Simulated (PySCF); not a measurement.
**C$_{4}$H$_{9}$PSi (SMILES CCC#C[SiH2][PH2+]) (charge +1, doublet): density, localisation and related maps**

Input

```
{"job": {"kind": "epr", "basis": "pcH-1"}, "charge": 1, "multiplicity": 2}
C     -2.610763     0.109124     0.377724
C     -1.755547    -0.807763    -0.499092
C     -0.401983    -0.357539    -0.589278
C      0.734870     0.069158    -0.664939
Si     2.433807     0.725576    -0.820980
P      3.129258    -0.411517     1.148548
H     -3.624165    -0.278291     0.424000
H     -2.644820     1.114162    -0.035191
H     -2.212525     0.163786     1.387799
H     -1.756245    -1.827864    -0.098797
H     -2.174714    -0.856967    -1.509834
H      3.257896     0.123068    -1.860193
H      2.605584     2.128074    -0.466390
H      2.795763    -1.754653     1.021001
H      2.219170    -0.141675     2.163710
```

Command:

```sh
OMP_NUM_THREADS=1 python probes_run.py task.json out
```

Geometry: GFN2-xTB.

Method: PySCF 2.14.0, density-fitted response routines, UKS B3LYP, pcH-1 on C H P Si, non-relativistic, mean-field spin-orbit, GIAO.

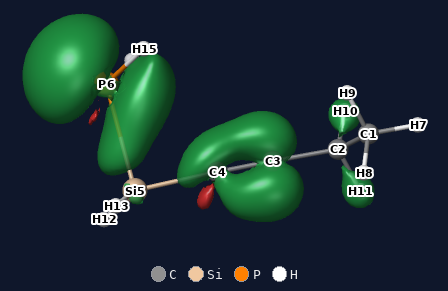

Figure 1. Isosurfaces of the spin density at +0.015 (green) and −0.015 e/Å³ (red), seen across its widest extent.

Where is the unpaired spin?

The unpaired spin (1 electron) lies mostly on P6 (about 0.6), C3 (about 0.1) and C4 (about 0.1), in electrons by Hirshfeld's partition.

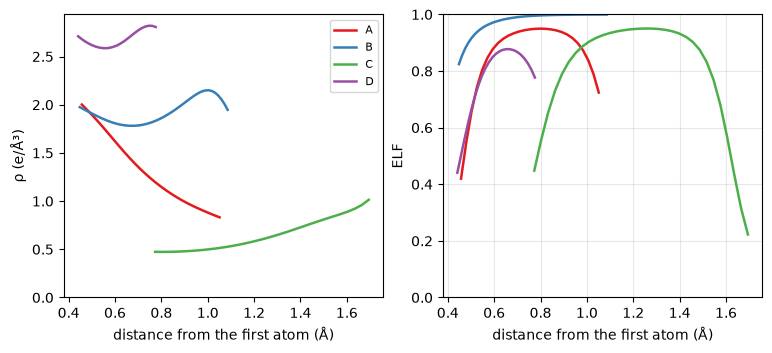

Figure 2. Total electron density and ELF along straight lines between neighbouring atoms. The curves leave out the atomic cores.

Which curve belongs to which contact (C–C, C–H, C–Si and Si–P)? The first atom named is at distance zero.

Curve A: C–Si (1.83 Å): the density is about 0.98 e/Å³ at the midpoint; the ELF peaks at about 0.95 between the atoms, as expected for localised, covalent bonding. Curve B: C–H (1.09 Å): ρ at the midpoint is about 1.9 e/Å³; the ELF climbs to about 1 towards the hydrogen, as it does in any bond to H: an ordinary covalent bond to hydrogen. Curve C: Si–P (2.38 Å): ρ is about 0.58 e/Å³ halfway, with its minimum of 0.47 e/Å³ about 0.8 Å from Si; the ELF peaks at about 0.95 between the atoms (localised, covalent bonding). Curve D: C–C (1.22 Å): ρ is about 2.6 e/Å³ halfway; the ELF peaks at about 0.90 between the atoms (a multiple bond).
